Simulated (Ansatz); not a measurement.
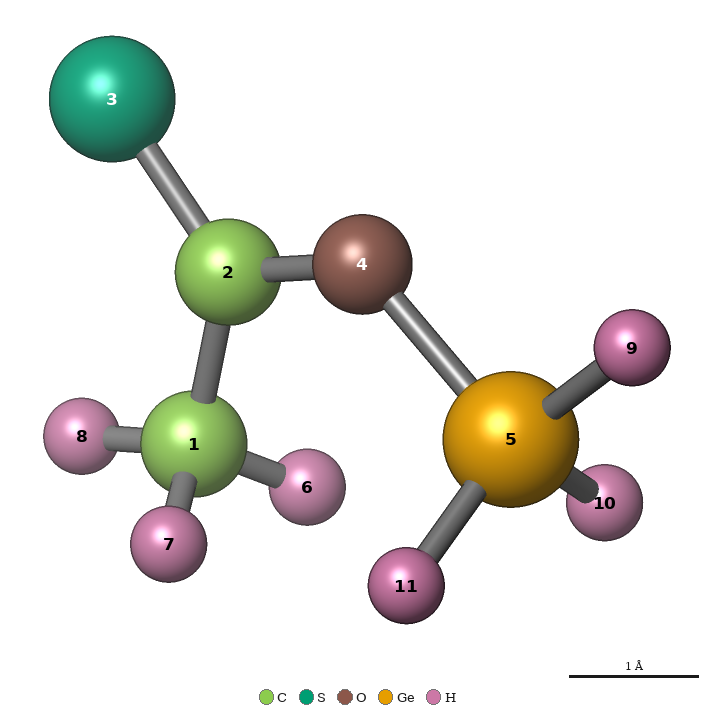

The atoms are numbered. Computed geometry: PBE-D4/def2-SVP optimisation. No frequency run is at hand to confirm it as a minimum.

Which atoms are bonded, and how long are the bonds?

```json
{"bond": "C1–C2", "length (Å)": "1.511"}
{"bond": "C1–H6", "length (Å)": "1.112"}
{"bond": "C1–H7", "length (Å)": "1.112"}
{"bond": "C1–H8", "length (Å)": "1.103"}
{"bond": "C2–S3", "length (Å)": "1.645"}
{"bond": "C2–O4", "length (Å)": "1.345"}
{"bond": "O4–Ge5", "length (Å)": "1.846"}
{"bond": "Ge5–H9", "length (Å)": "1.541"}
{"bond": "Ge5–H10", "length (Å)": "1.549"}
{"bond": "Ge5–H11", "length (Å)": "1.549"}
```
